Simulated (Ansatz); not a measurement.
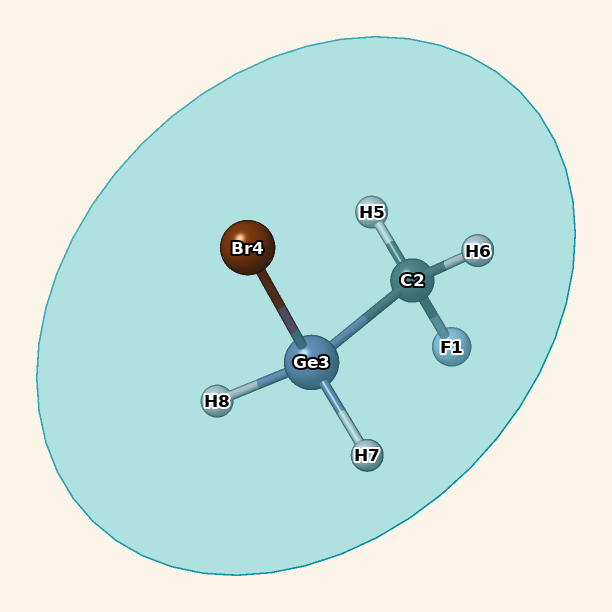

A disc through the centre of mass is drawn in. Atoms fade into the background with distance from the viewer. The computed structure is the end point of a PBE-D4/def2-SVP optimisation. No frequency run is at hand to confirm it as a minimum.

### Is the plane of the disc a mirror plane of the structure?

No. The point group is Cs, with 1 mirror plane, and this plane isn't one of its mirror planes.
